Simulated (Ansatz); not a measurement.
```xyz
6

Ti    0.1259    0.3902    0.3046
Cl   -1.3868   -1.0409   -1.0636
O     1.2631   -0.6661   -0.1675
H    -0.0583   -1.3307   -0.9506
Cl    0.3905    2.3921   -0.5789
Cl   -0.3344    0.2555    2.4559
```

A transition-state structure; geometry: PBE0-D4/def2-TZVP.

All numbers below come from RKS PBE0-D4/def2-TZVPP (Ansatz 0.2.0).

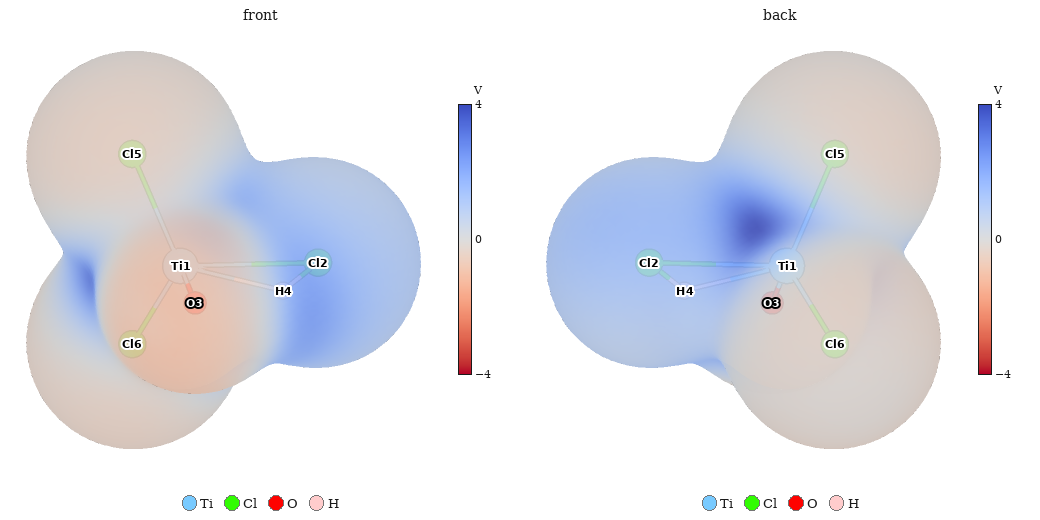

Cl₃HOTi. The molecular electrostatic potential painted on the density surface at 0.002 e/bohr³, seen from the front and from behind; the colour scale runs from red (negative) to blue (positive).

**Describe the electrostatic potential map.**

The most negative region (about −1.0 V, or −23 kcal/mol for a unit charge) lies over O3, the most positive (about +3.3 V, or +76 kcal/mol for a unit charge) over Ti1.
